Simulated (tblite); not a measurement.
Geometry relaxation of C4H10GeS3 (part 1 of 3)

- system: C4H10GeS3
- method: GFN2-xTB geometry optimisation, gas phase (tblite 0.8.0)

It belongs to a series of runs on one base structure; here: H on C replaced by SCH3.

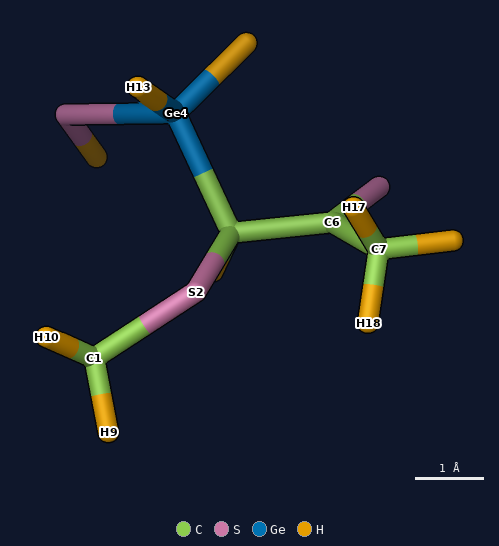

The input geometry (stick view, seen at a tilt; atoms are numbered from 1 in the order of the input). Sticks mark near contacts. Bond lengths as drawn: C–C 1.49 to 1.51 Å, C–Ge 1.96 Å, C–H 1.10 to 1.12 Å, C–S 1.43 to 1.81 Å, Ge–H 1.54 to 1.55 Å, Ge–S 2.23 Å and H–S 1.41 Å.

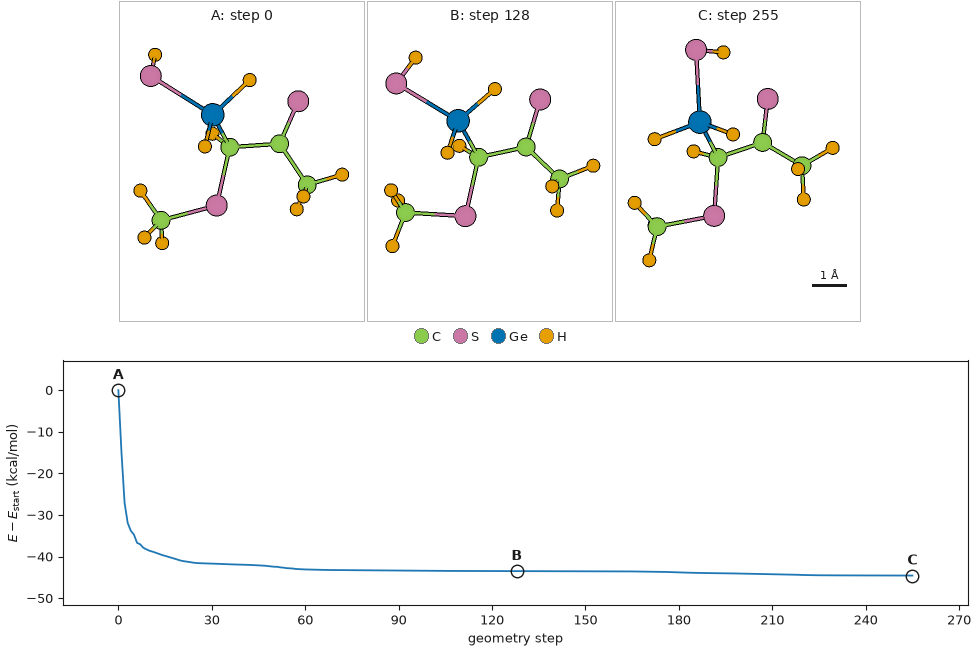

Frames of the relaxation (ball-and-stick view, seen at a tilt) above the curves, on which the letters mark them (steps are counted from 0).

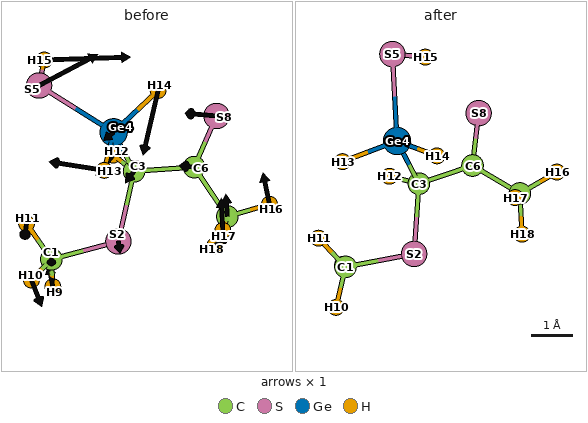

Before (left) and after (right) the relaxation, at one scale (ball-and-stick view, seen at a tilt). The black arrows give the displacements, at true length. The largest move after the best rigid fit is that of H15, 2.17 Å. Largest moves by element: H 2.17 Å, S 1.67 Å, C 0.58 Å, Ge 0.36 Å. Among the contacts that change: C6–S8 1.432 → 1.641 Å, C3–Ge4 1.956 → 2.043 Å, S5–H15 1.408 → 1.334 Å, C3–C6 1.508 → 1.458 Å. Among the angles that change: Ge4–S5–H15 109.9° → 93.1°, C1–S2–C3 113.4° → 98.7°, S2–C3–C6 107.2° → 115.5°. Over 255 geometry steps the energy falls by 44.6 kcal/mol. Largest force component: 11 eV/Å at the start, 0.008 eV/Å at the end. (Atoms are counted from 1 in the order of the input.)

The input that produced these results follows, with the program's output.

## The input
```
{"job": {"kind": "relax", "xc": "GFN2-xTB", "basis": "xTB"}, "charge": 0, "multiplicity": 1}
C      2.132800    -1.460600    -0.904100
S      0.386900    -0.975000    -0.959600
C     -0.111600     0.063100     0.424700
Ge     0.141000     1.938300    -0.072300
S      1.935600     2.692300     1.024700
C     -1.579500    -0.188300     0.664300
C     -2.322400    -1.035700    -0.314800
S     -2.191500     0.398000     1.818100
H      2.245800    -2.563400    -0.743500
H      2.571300    -1.177800    -1.883400
H      2.698000    -0.893800    -0.145300
H      0.466500    -0.191100     1.324100
H      0.317000     2.118400    -1.590500
H     -1.071700     2.760200     0.445100
H      1.893400     2.263800     2.365400
H     -3.354400    -1.140700     0.113800
H     -2.294700    -0.554500    -1.298900
H     -1.871200    -2.046700    -0.279400
```

The first line tells a small driver script what to run in tblite; the rest is the geometry in Å.

Run as:
```bash
OMP_NUM_THREADS=1 python <driver script> task.json out
```

## What the program printed
```
step      E/eV     max force
  0    -687.25383   14.207
  1    -687.90224    6.993
  2    -688.42917    3.893
  3    -688.63795    2.576
  4    -688.71890    0.611
  5    -688.75919    0.544
  6    -688.84452    0.457
  7    -688.86031    0.392
  8    -688.89549    0.400
  9    -688.91258    0.418
 10    -688.92753    0.288
 11    -688.93667    0.308
 12    -688.94770    0.257
 13    -688.95933    0.293
 14    -688.97146    0.349
 15    -688.98128    0.276
 16    -688.99008    0.239
 17    -688.99938    0.239
 18    -689.00945    0.307
 19    -689.02009    0.378
 20    -689.02959    0.276
 21    -689.03601    0.152
 22    -689.04062    0.161
 23    -689.04567    0.243
 24    -689.05107    0.252
 25    -689.05515    0.154
 26    -689.05717    0.081
 27    -689.05812    0.071
 28    -689.05892    0.091
 29    -689.05987    0.089
 30    -689.06103    0.087
 31    -689.06237    0.101
 32    -689.06379    0.103
 33    -689.06519    0.110
 34    -689.06651    0.105
 35    -689.06775    0.081
 36    -689.06893    0.071
 37    -689.06998    0.079
 38    -689.07081    0.062
 39    -689.07148    0.061
 40    -689.07222    0.061
 41    -689.07330    0.076
 42    -689.07475    0.105
 43    -689.07622    0.098
 44    -689.07751    0.084
 45    -689.07867    0.100
 46    -689.08020    0.099
 47    -689.08307    0.142
 48    -689.08653    0.153
 49    -689.09011    0.153
 50    -689.09396    0.164
 51    -689.09458    0.317
 52    -689.10039    0.293
 53    -689.10337    0.206
 54    -689.10844    0.230
 55    -689.11053    0.119
 56    -689.11250    0.088
 57    -689.11719    0.223
 58    -689.11899    0.084
 59    -689.12016    0.076
 60    -689.12205    0.142
 61    -689.12262    0.073
 62    -689.12341    0.058
 63    -689.12420    0.065
 64    -689.12503    0.070
 65    -689.12605    0.095
 66    -689.12708    0.079
 67    -689.12773    0.047
 68    -689.12807    0.049
 69    -689.12834    0.065
 70    -689.12865    0.055
 71    -689.12900    0.040
 72    -689.12946    0.041
 73    -689.12961    0.036
 74    -689.12991    0.031
 75    -689.13005    0.026
 76    -689.13016    0.024
 77    -689.13026    0.030
 78    -689.13037    0.025
 79    -689.13053    0.031
 80    -689.13076    0.033
 81    -689.13097    0.034
 82    -689.13120    0.039
 83    -689.13147    0.040
 84    -689.13176    0.044
 85    -689.13207    0.058
 86    -689.13241    0.060
 87    -689.13282    0.054
 88    -689.13315    0.069
 89    -689.13362    0.049
 90    -689.13389    0.030
 91    -689.13408    0.027
 92    -689.13419    0.029
 93    -689.13446    0.034
 94    -689.13468    0.033
 95    -689.13490    0.040
 96    -689.13509    0.042
 97    -689.13536    0.041
 98    -689.13572    0.039
 99    -689.13608    0.037
100    -689.13635    0.035
101    -689.13655    0.034
102    -689.13677    0.035
103    -689.13702    0.033
104    -689.13726    0.039
105    -689.13743    0.024
106    -689.13753    0.022
107    -689.13760    0.024
108    -689.13767    0.024
109    -689.13778    0.025
110    -689.13790    0.029
111    -689.13801    0.024
112    -689.13806    0.015
113    -689.13809    0.013
114    -689.13812    0.012
115    -689.13816    0.013
116    -689.13821    0.017
117    -689.13825    0.016
118    -689.13828    0.011
119    -689.13830    0.014
120    -689.13834    0.019
121    -689.13840    0.024
122    -689.13847    0.022
123    -689.13853    0.017
124    -689.13858    0.018
125    -689.13862    0.016
126    -689.13869    0.024
127    -689.13882    0.031
128    -689.13903    0.032
129    -689.13925    0.031
130    -689.13941    0.022
131    -689.13949    0.022
132    -689.13955    0.023
133    -689.13962    0.020
134    -689.13970    0.026
135    -689.13978    0.023
136    -689.13987    0.020
137    -689.13995    0.022
138    -689.14003    0.021
139    -689.14010    0.018
140    -689.14018    0.018
141    -689.14025    0.020
142    -689.14033    0.017
143    -689.14042    0.020
144    -689.14052    0.027
145    -689.14063    0.030
146    -689.14077    0.025
147    -689.14091    0.033
148    -689.14101    0.023
149    -689.14110    0.022
150    -689.14117    0.017
151    -689.14123    0.018
152    -689.14130    0.017
153    -689.14137    0.022
154    -689.14145    0.023
155    -689.14154    0.020
156    -689.14163    0.027
157    -689.14173    0.025
158    -689.14182    0.022
159    -689.14193    0.027
160    -689.14208    0.039
161    -689.14222    0.038
162    -689.14236    0.028
163    -689.14246    0.029
164    -689.14259    0.035
165    -689.14281    0.051
166    -689.14324    0.079
167    -689.14384    0.083
168    -689.14457    0.098
169    -689.14527    0.065
170    -689.14545    0.085
171    -689.14589    0.056
172    -689.14623    0.035
173    -689.14663    0.045
174    -689.14705    0.065
175    -689.14744    0.057
176    -689.14841    0.053
177    -689.14929    0.086
178    -689.15049    0.061
179    -689.15144    0.079
180    -689.15281    0.081
181    -689.15372    0.086
182    -689.15495    0.085
183    -689.15578    0.080
184    -689.15675    0.052
185    -689.15746    0.086
186    -689.15790    0.088
187    -689.15850    0.057
188    -689.15892    0.079
189    -689.15979    0.070
190    -689.16031    0.055
191    -689.16076    0.054
192    -689.16106    0.047
193    -689.16161    0.042
194    -689.16207    0.044
195    -689.16254    0.062
196    -689.16296    0.072
197    -689.16316    0.110
198    -689.16397    0.064
199    -689.16461    0.053
200    -689.16543    0.071
201    -689.16590    0.083
202    -689.16649    0.075
203    -689.16712    0.042
204    -689.16748    0.064
205    -689.16788    0.064
206    -689.16843    0.064
207    -689.16928    0.047
208    -689.16969    0.046
209    -689.17040    0.056
210    -689.17135    0.075
211    -689.17212    0.051
212    -689.17276    0.121
213    -689.17320    0.061
214    -689.17403    0.068
215    -689.17474    0.071
216    -689.17543    0.082
217    -689.17641    0.072
218    -689.17759    0.061
219    -689.17908    0.060
220    -689.18014    0.095
221    -689.18084    0.049
222    -689.18141    0.098
223    -689.18201    0.066
224    -689.18249    0.049
225    -689.18282    0.046
226    -689.18315    0.047
227    -689.18345    0.039
228    -689.18366    0.026
229    -689.18374    0.023
230    -689.18383    0.021
231    -689.18391    0.026
232    -689.18402    0.025
233    -689.18414    0.029
234    -689.18425    0.032
235    -689.18435    0.021
236    -689.18444    0.020
237    -689.18451    0.022
238    -689.18457    0.022
239    -689.18465    0.022
240    -689.18475    0.020
241    -689.18486    0.025
242    -689.18496    0.025
243    -689.18508    0.024
244    -689.18521    0.029
245    -689.18535    0.025
246    -689.18548    0.020
247    -689.18556    0.016
248    -689.18560    0.014
249    -689.18563    0.014
250    -689.18566    0.010
251    -689.18570    0.011
252    -689.18572    0.011
253    -689.18575    0.012
254    -689.18579    0.011
255    -689.18581    0.010
```

## Trajectory as extended XYZ (Å, eV, eV/Å), 27 of the 256 frames kept, from step=0 to step=255
```
18
Properties=species:S:1:pos:R:3:forces:R:3 step=0 energy=-687.25383
C     2.1328   -1.4606   -0.9041    1.0880   0.0120   0.0460
S     0.3869   -0.9750   -0.9596    0.3530  -0.7270  -1.0920
C    -0.1116    0.0631    0.4247    0.0560  -1.0080   0.0540
Ge    0.1410    1.9383   -0.0723   -0.0710   1.1440   0.4530
S     1.9356    2.6923    1.0247    0.4240  -0.0660   0.6680
C    -1.5795   -0.1883    0.6643    5.8990  -5.1330 -10.0780
C    -2.3224   -1.0357   -0.3148   -0.6690  -0.5420   0.7650
S    -2.1915    0.3980    1.8181   -6.0780   5.8370  11.4380
H     2.2458   -2.5634   -0.7435   -0.2570   1.0320  -0.0630
H     2.5713   -1.1778   -1.8834   -0.3240  -0.3220   0.4940
H     2.6980   -0.8938   -0.1453   -0.4290  -0.3260  -0.1440
H     0.4665   -0.1911    1.3241   -0.1450   0.0000  -0.1760
H     0.3170    2.1184   -1.5905    0.0740  -0.0360   0.4930
H    -1.0717    2.7602    0.4451    0.2380  -0.1740  -0.2730
H     1.8934    2.2638    2.3654   -0.4640   0.1570  -1.3560
H    -3.3544   -1.1407    0.1138    0.6410   0.1890  -0.8130
H    -2.2947   -0.5545   -1.2989   -0.1240  -0.5630   0.1670
H    -1.8712   -2.0467   -0.2794   -0.2130   0.5250  -0.5830
18
Properties=species:S:1:pos:R:3:forces:R:3 step=10 energy=-688.92753
C     2.1697   -1.4268   -0.9020    0.0180   0.0120   0.0720
S     0.4009   -1.0011   -1.0702    0.1270  -0.0300  -0.2570
C    -0.1221   -0.0211    0.3871   -0.0240  -0.1470  -0.0140
Ge    0.1722    1.9696    0.0328   -0.0760   0.1490  -0.0840
S     2.0356    2.7151    0.9706   -0.1330  -0.1560   0.0090
C    -1.5578   -0.2278    0.6808    0.1640  -0.0180  -0.1490
C    -2.3606   -1.0481   -0.2620    0.0860   0.0980   0.0390
S    -2.2011    0.5089    1.9836    0.0030   0.0110   0.0930
H     2.2492   -2.4947   -0.7079   -0.0580   0.0540   0.0600
H     2.6409   -1.2036   -1.8582   -0.0520   0.0550   0.1200
H     2.6468   -0.8665   -0.1061   -0.0850   0.1110   0.0130
H     0.4978   -0.2786    1.2452   -0.0030  -0.1540   0.0060
H     0.3678    2.1372   -1.4492    0.0500   0.0060  -0.1180
H    -1.0634    2.7647    0.4299    0.1180  -0.0500   0.0800
H     1.7206    2.2482    2.1752   -0.0050   0.0610  -0.0090
H    -3.3975   -1.1183    0.0572    0.0720  -0.0330   0.0210
H    -2.3073   -0.6173   -1.2637   -0.0550   0.1060   0.0150
H    -1.9006   -2.0336   -0.3546   -0.1460  -0.0750   0.1030
18
Properties=species:S:1:pos:R:3:forces:R:3 step=20 energy=-689.02959
C     2.1541   -1.3599   -0.8562   -0.0090  -0.0070   0.0280
S     0.4194   -0.9487   -1.2214    0.0300  -0.1130  -0.1040
C    -0.1049   -0.0881    0.3007    0.0300  -0.0260  -0.0450
Ge    0.1760    1.9135   -0.0259    0.0710   0.2620   0.0490
S     2.0420    2.5969    0.9392    0.0220  -0.0710  -0.0250
C    -1.5134   -0.2678    0.6679   -0.0560   0.0870  -0.0020
C    -2.3871   -1.0400   -0.2396   -0.0350  -0.0100  -0.0610
S    -2.0668    0.4841    2.0090    0.0350  -0.0820   0.0420
H     2.2221   -2.4088   -0.5821   -0.0310  -0.0260   0.0160
H     2.7225   -1.1793   -1.7646   -0.0010   0.0150   0.0670
H     2.5219   -0.7398   -0.0455    0.0120   0.0980  -0.0530
H     0.5371   -0.4358    1.1092    0.0650   0.1220   0.0250
H     0.4006    2.1517   -1.5104   -0.0940  -0.0660   0.1240
H    -0.9984    2.7320    0.5118    0.1060  -0.1420  -0.1130
H     1.6155    2.2958    2.1572   -0.0120   0.0200   0.0550
H    -3.4129   -1.0527    0.1202    0.0410  -0.0670  -0.0140
H    -2.3442   -0.5940   -1.2352   -0.0680   0.0190  -0.0290
H    -1.9921   -2.0529   -0.3461   -0.1070  -0.0130   0.0400
18
Properties=species:S:1:pos:R:3:forces:R:3 step=29 energy=-689.05987
C     2.1491   -1.3331   -0.8350    0.0040   0.0010   0.0040
S     0.4260   -0.9596   -1.2734   -0.0050  -0.0220  -0.0210
C    -0.1010   -0.0933    0.2455    0.0190  -0.0200  -0.0190
Ge    0.2093    1.9077   -0.0324    0.0130   0.0770  -0.0420
S     2.0858    2.5248    0.9573   -0.0270  -0.0270  -0.0580
C    -1.4986   -0.2764    0.6428   -0.0430   0.0070   0.0430
C    -2.4110   -1.0321   -0.2436   -0.0320  -0.0270  -0.0280
S    -1.9944    0.4248    2.0338    0.0020  -0.0400   0.0220
H     2.2115   -2.3677   -0.5113    0.0290  -0.0130   0.0380
H     2.7594   -1.1799   -1.7183   -0.0040  -0.0260  -0.0430
H     2.4737   -0.6622   -0.0467    0.0440   0.0350  -0.0050
H     0.5623   -0.4207    1.0454   -0.0100  -0.0020   0.0480
H     0.3732    2.1398   -1.5175    0.0260   0.0120   0.0400
H    -0.9668    2.6899    0.5101    0.0110   0.0200   0.0000
H     1.5848    2.3323    2.1696   -0.0030   0.0070   0.0430
H    -3.4246   -1.0357    0.1472   -0.0040   0.0190   0.0080
H    -2.3952   -0.5937   -1.2431   -0.0190  -0.0090  -0.0050
H    -2.0523   -2.0588   -0.3420   -0.0010   0.0080  -0.0240
```
